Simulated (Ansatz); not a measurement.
Molecule (SMILES): F (HF).
Atoms: F1, H2. Bonds: F1-H2.

Basis-set convergence of the optimised F1-H2 bond length at CCSD(T) with Ansatz (a quantum-chemistry and plane-wave program). The reference of a correlated method is not its basis-set limit, which lies further on. Cartesian d functions, on some or all atoms, in 6-31G*, 6-31+G*; all else is spherical. Cores are frozen. Core-valence sets carry the plain set on hydrogen. No added dispersion term, no relativity. Reference: the value in aug-pcseg-3, 0.9171 Å, itself unsure by roughly 0.0003 Å (its mean distance from aug-cc-pVQZ, cc-pV5Z, def2-QZVPPD). Deviations are taken from unrounded values. Cost is core time over that of cc-pCVTZ, rough, on shared machines of one kind; a dash marks a row that isn't timed (too short, read off another run, short of memory, by another algorithm or on other hardware). It counts the whole optimisation.

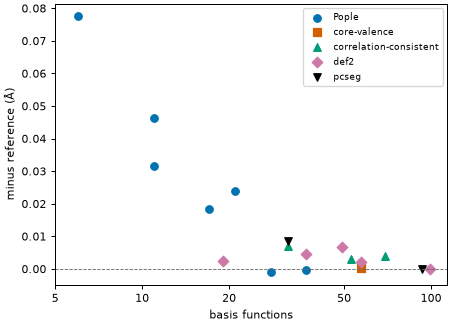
Deviation from the reference against the number of basis functions, by family of sets.

```json
[
 {"basis": "STO-3G", "functions": "6", "optimised F1-H2 bond length (Å)": "0.9946", "minus reference (Å)": "0.0775", "cost": "-"},
 {"basis": "3-21G", "functions": "11", "optimised F1-H2 bond length (Å)": "0.9632", "minus reference (Å)": "0.0462", "cost": "-"},
 {"basis": "6-31G", "functions": "11", "optimised F1-H2 bond length (Å)": "0.9487", "minus reference (Å)": "0.0316", "cost": "-"},
 {"basis": "6-31G*", "functions": "17", "optimised F1-H2 bond length (Å)": "0.9353", "minus reference (Å)": "0.0182", "cost": "-"},
 {"basis": "def2-SVP", "functions": "19", "optimised F1-H2 bond length (Å)": "0.9193", "minus reference (Å)": "0.0023", "cost": "-"},
 {"basis": "6-31+G*", "functions": "21", "optimised F1-H2 bond length (Å)": "0.9411", "minus reference (Å)": "0.0240", "cost": "-"},
 {"basis": "6-311+G**", "functions": "28", "optimised F1-H2 bond length (Å)": "0.9162", "minus reference (Å)": "-0.0009", "cost": "-"},
 {"basis": "aug-cc-pVDZ", "functions": "32", "optimised F1-H2 bond length (Å)": "0.9241", "minus reference (Å)": "0.0070", "cost": "-"},
 {"basis": "aug-pcseg-1", "functions": "32", "optimised F1-H2 bond length (Å)": "0.9257", "minus reference (Å)": "0.0086", "cost": "-"},
 {"basis": "6-311++G(2d,2p)", "functions": "37", "optimised F1-H2 bond length (Å)": "0.9168", "minus reference (Å)": "-0.0003", "cost": "-"},
 {"basis": "def2-TZVP", "functions": "37", "optimised F1-H2 bond length (Å)": "0.9215", "minus reference (Å)": "0.0044", "cost": "-"},
 {"basis": "def2-TZVPD", "functions": "49", "optimised F1-H2 bond length (Å)": "0.9236", "minus reference (Å)": "0.0066", "cost": "0.7×"},
 {"basis": "jun-cc-pV(T+d)Z", "functions": "53", "optimised F1-H2 bond length (Å)": "0.9202", "minus reference (Å)": "0.0031", "cost": "0.7×"},
 {"basis": "cc-pCVTZ", "functions": "57", "optimised F1-H2 bond length (Å)": "0.9172", "minus reference (Å)": "0.0001", "cost": "1×"},
 {"basis": "def2-TZVPPD", "functions": "57", "optimised F1-H2 bond length (Å)": "0.9190", "minus reference (Å)": "0.0020", "cost": "1×"},
 {"basis": "aug-cc-pVTZ", "functions": "69", "optimised F1-H2 bond length (Å)": "0.9210", "minus reference (Å)": "0.0039", "cost": "2×"},
 {"basis": "pcseg-3", "functions": "93", "optimised F1-H2 bond length (Å)": "0.9169", "minus reference (Å)": "-0.0001", "cost": "5×"},
 {"basis": "def2-QZVPPD", "functions": "99", "optimised F1-H2 bond length (Å)": "0.9172", "minus reference (Å)": "0.0001", "cost": "8×"}
]
```
